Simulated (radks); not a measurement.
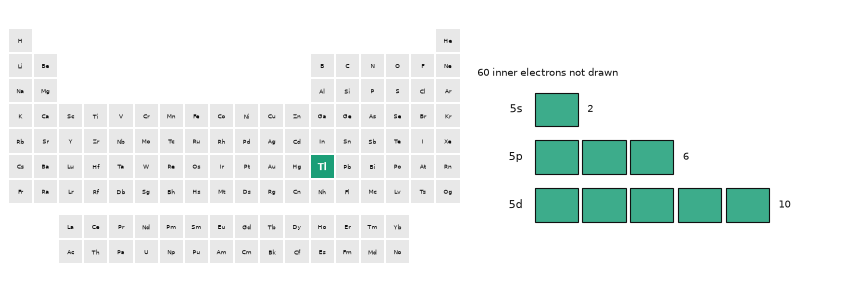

*Left, the place of thallium in the periodic table; right, the outer shells as the input fills them: a box for each of the 2l + 1 orbitals, shaded by the share of the shell that is filled, with the electron count at the right.*

# Tl³⁺: atomic calculation

Tl³⁺, configuration [Xe] 4f14 5d10. Level asked for: scalar-relativistic Kohn-Sham, PBE, spin-polarised, spherical densities, finite nucleus (radks).

### Input
```
Z 81
configuration [Xe] 4f14 5d10
relativity scalar-relativistic
functional pbe,pbe
spin polarised
nucleus finite rms 5.4759 fm
c 137.035999084
history 1
mixing 0.05
max_iterations 70
```

Energies in input and log are in hartree, lengths in bohr (the nuclear radius in fm).

Launched within a batch (the task file carries these settings):
```bash
python <driver script> task.json out
```

### Log
```
1s      1   1.0000       -3146.32247704
2s      1   1.0000        -561.19536634
2p      1   3.0000        -483.08077109
3s      1   1.0000        -134.77191622
3p      1   3.0000        -112.27059983
3d      1   5.0000         -88.89007553
4s      1   1.0000         -30.93716549
4p      1   3.0000         -23.55711832
4d      1   5.0000         -14.88611660
4f      1   7.0000          -5.28908369
5s      1   1.0000          -5.90629844
5p      1   3.0000          -3.89307800
5d      1   5.0000          -1.64557517
1s      2   1.0000       -3146.32247704
2s      2   1.0000        -561.19536634
2p      2   3.0000        -483.08077109
3s      2   1.0000        -134.77191622
3p      2   3.0000        -112.27059983
3d      2   5.0000         -88.89007553
4s      2   1.0000         -30.93716549
4p      2   3.0000         -23.55711832
4d      2   5.0000         -14.88611660
4f      2   7.0000          -5.28908369
5s      2   1.0000          -5.90629844
5p      2   3.0000          -3.89307800
5d      2   5.0000          -1.64557517
Etot -20238.653563327025
Ekin 22782.245478219236
Encl -50378.65548120134
Eh 7735.245192175267
Exc -377.48875252018627
err 0.12582643959348214
it 70
```

### Outcome

| quantity | value |
| --- | --- |
| outcome | not converged |
| total energy | −20238.6536 hartree |
| kinetic energy | 22782.2455 hartree |
| electron–nucleus energy | −50378.6555 hartree |
| Hartree energy | 7735.2452 hartree |
| exchange–correlation energy | −377.488753 hartree |
| SCF iterations | 70 |
| hardware | 1 thread of Intel Xeon, 108 GiB of memory available, shared host |
| wall time | 1.1 s |

### What went wrong

A numerical setting was moved from its usual value: mixing history nhist = 1, mixing factor beta = 0.05. The run did not meet its convergence test in 70 iterations, so its last values are not results.
